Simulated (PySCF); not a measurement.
SMILES C1OCC[OH+]C1 (C4H9O2 (cation, charge +1)) at its GFN2-xTB optimised geometry (Å):

```
15

C      0.2824     1.8982     1.2813
C     -0.1741     1.2027     0.0000
O      0.2811    -0.1922     0.0000
C     -0.1742    -0.8837     1.2114
C      0.2823    -0.1157     2.4506
O     -0.1942     1.2051     2.4064
H     -0.1397     2.9030     1.3331
H      1.3812     1.9735     1.3053
H      0.2240     1.6766    -0.8977
H     -1.2643     1.1632    -0.0543
H      1.2643    -0.1922     0.0000
H     -1.2643    -0.9114     1.1501
H      0.2240    -1.8982     1.1780
H      1.3811    -0.1323     2.5280
H     -0.1399    -0.5688     3.3488
```

Computed with PBE0/def2-TZVP in PySCF. Cells within 0.4 Å of a nucleus heavier than hydrogen are left out (blank, or x).

Map of the electron localisation function on the plane z = 1.2 Å:

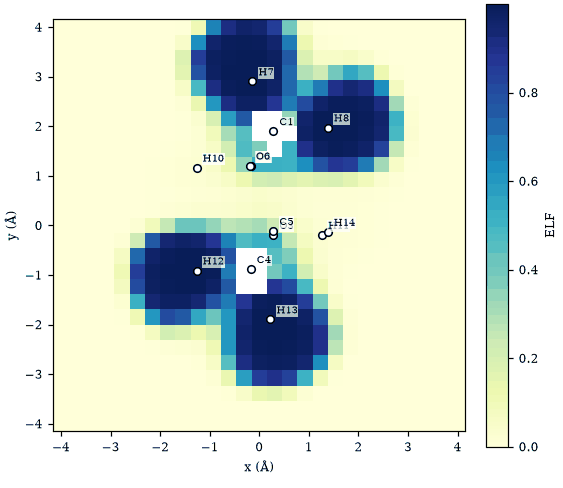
Electron localisation function on the plane z = 1.2 Å.
